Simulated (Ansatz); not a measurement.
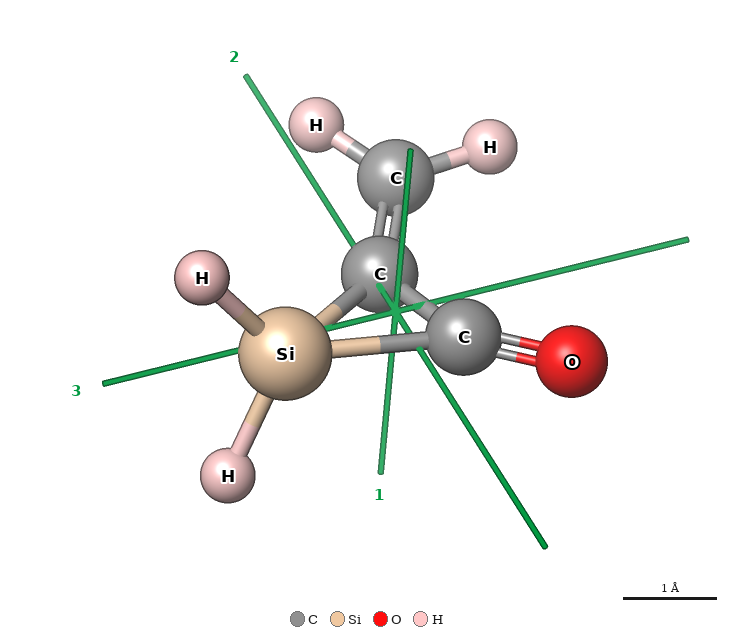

The three principal axes of inertia are drawn and numbered. Atoms fade into the background with distance from the viewer. Computed geometry: PBE-D4/def2-SVP optimisation. No frequency run is at hand to confirm it as a minimum. Masses are those of the most abundant isotopes; constants are for the rigid equilibrium geometry.

> Which line is the a axis (least moment of inertia), which b and which c?

a is line 3, b is line 2, c is line 1; the moments are 105, 119, 218 u Å².

> What kind of rotor is it, and what are its rotational constants in GHz?

An asymmetric top (C1): A = 4.82, B = 4.23, C = 2.32 GHz. Ray's parameter κ is 0.53, nearer the oblate limit.
